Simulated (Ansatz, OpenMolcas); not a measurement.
**Calibrating B3LYP/6-31G* (spherical functions) on molecular compounds of Al**

The atomisation energy (no zero-point term) in kJ/mol of 8 molecular compounds of Al: x at B3LYP/6-31G* (spherical functions), y at CCSD(T)/CBS estimate. Shapes, held fixed at every level: PBE0-D4/def2-TZVP. Flexible molecules stand in one conformer, not always the lowest. Programs: Ansatz 0.2.0, OpenMolcas 26.06.

| molecule | x (kJ/mol) | y (kJ/mol) |
| --- | --- | --- |
| AlH3 (SMILES [AlH3]) | 882 | 899 |
| AlClF2 (SMILES [F][Al]([F])[Cl]) | 1548 | ? |
| AlH2(CN) | 1767 | 1799 |
| AlH(SiH3)Cl | 1865 | 1932 |
| Al(NH2)ClF | 2106 | 2207 |
| C2H3Al (ethynylalumane) | 2135 | 2176 |
| CH7AlOSi (SMILES [CH3][AlH][O][SiH3]) | 3706 | 3809 |
| Al(CH3)2F | 3716 | 3764 |

Question: Fit y = c + s·x to the known rows and predict y for AlClF2.

Answer: 
1. Means of the 7 rows: x = 2311.00, y = 2369.4.
2. Σ(Δx)² = 6529944, Σ(Δx·Δy) = 6641565, so the slope is 6641565/6529944 = 1.0171.
3. Intercept: 2369.4 − (1.0171) × 2311.00 = 18.9. The largest residual of the fit is 46.
4. AlClF2: 18.9 + 1.0171 × 1548 = 1593 kJ/mol.

CCSD(T)/CBS estimate gives 1633 kJ/mol, so the prediction is off by -40 kJ/mol, within the largest residual. Uncorrected, B3LYP/6-31G* (spherical functions) misses AlClF2 by -85 kJ/mol, and the other rows by 58 on average. The line removes about 50 % of this miss. Left out in turn, the other rows are missed by 35 kJ/mol on average. The CBS estimate extrapolates MP2 from def2-TZVPP and def2-QZVPP and adds CCSD(T) − MP2 in the triple-zeta set, cores frozen.

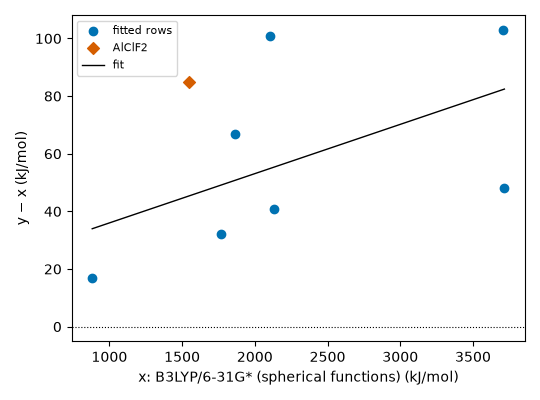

The correction y − x against x, with the fitted line and the withheld molecule.
